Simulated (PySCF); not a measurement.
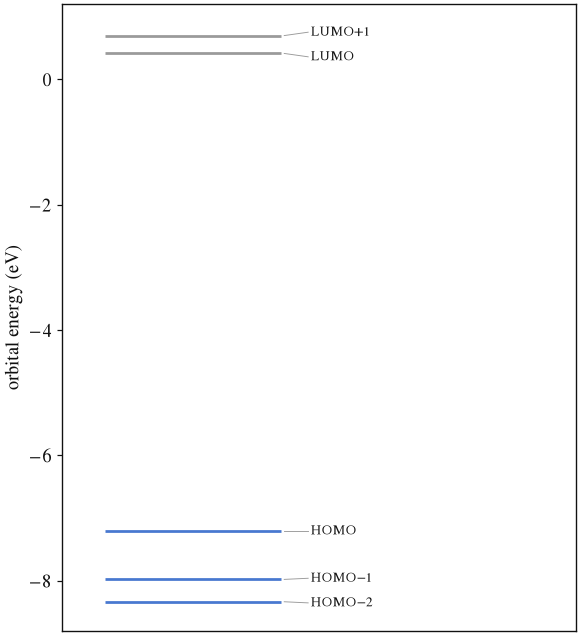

Kohn-Sham orbital energies near the frontier, PBE0/def2-SVPD, PySCF, at a GFN2-xTB geometry (no frequency check), isolated molecule; empty levels in grey, levels within 0.03 eV side by side.

Which molecule has this level scheme?
A. C₇H₁₀O (4,4-dimethyl-1-pentyne-3-one), SMILES C#CC(=O)C(C)(C)C
B. C₇H₁₀S, SMILES CC(C)c1cccs1
C. C₄H₁₀GeO, SMILES C[O][GeH]1[CH2]C[CH2]1, singlet
D. C₃H₁₀AsB, SMILES B[AsH]CCC

Answer. Option C. HOMO −7.21 eV, LUMO 0.41 eV, separation 7.62 eV.

Caveats: the tight-binding geometry is rougher than a DFT one and adds to the error; one conformer of a flexible molecule; empty levels above zero depend strongly on the basis.
